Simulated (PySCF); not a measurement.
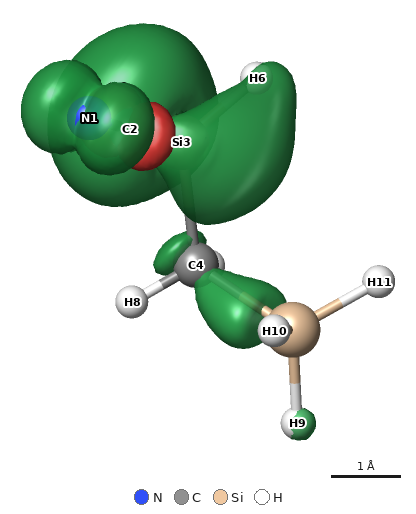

Figure. C2H6NSi2 (SMILES N#C[SiH]C[SiH3]) (doublet). Isosurfaces of the spin density at +0.015 (green) and −0.015 e/Å³ (red), seen at an oblique angle.

Geometry: GFN2-xTB.

Level of theory: UKS B3LYP, pcH-1 on C H N Si, non-relativistic, mean-field spin-orbit, GIAO (PySCF).

```xyz
11

N     3.1128    1.5270   -0.6540
C     2.3548    0.8921   -0.0567
Si    1.3068   -0.2791    0.8782
C    -0.1486   -0.9869   -0.0973
Si   -1.5781    0.2498   -0.3833
H     1.0802    0.1460    2.2521
H    -0.5371   -1.8616    0.4265
H     0.2060   -1.3421   -1.0659
H    -2.6425   -0.4155   -1.1354
H    -1.0648    1.4042   -1.1168
H    -2.0841    0.6686    0.9265
```

**Describe the spin distribution.**

The unpaired spin (1 electron) lies mostly on Si3 (about 0.7) and N1 (about 0.1), in electrons by Hirshfeld's partition.
